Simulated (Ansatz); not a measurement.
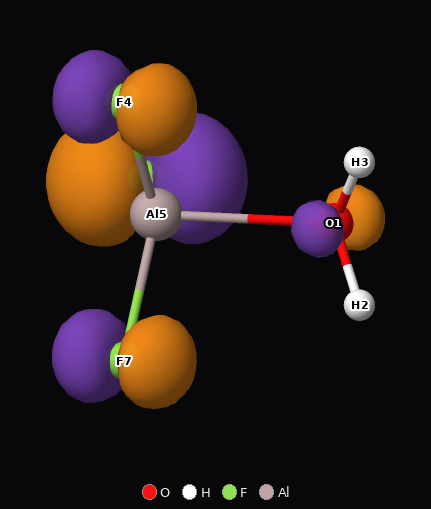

Figure 1: AlF₃H₂O. The HOMO−1 at ±0.2 Å⁻³ᐟ² (orange and purple are the two phases), seen at a tilt.

Geometry: PBE0-D4/def2-TZVP.

The calculation used RKS PBE0-D4/def2-TZVPPD (Ansatz).

The calculation's input:

```
crystal:
  periodic: [false, false, false]
  atoms:
    - {symbol: O, position_ang: [0.043500, 0.652783, -0.913635]}
    - {symbol: H, position_ang: [-0.734705, 0.479844, -1.457762]}
    - {symbol: H, position_ang: [0.830151, 0.422737, -1.423405]}
    - {symbol: F, position_ang: [1.367009, -1.142069, 0.572395]}
    - {symbol: Al, position_ang: [-0.027097, -0.275954, 0.785028]}
    - {symbol: F, position_ang: [-0.011403, 0.905609, 1.928049]}
    - {symbol: F, position_ang: [-1.467454, -1.042949, 0.509430]}
basis:
  gaussian: {orbitals: "def2-TZVPPD.json"}
hamiltonian: {xc: pbe0, dispersion: d4}
output: {orbitals: {seedname: orbitals}}
```

Launched as:

```sh
ansatz run in.yaml --threads 4 --pin off --events-out ev --progress --plain --max-ram 9574MiB
```

What is the character of this orbital?

Its weight (Hirshfeld) is mainly on F6 (about 55 %), F4 (about 15 %) and F7 (about 15 %). Its energy is −11.00 eV.
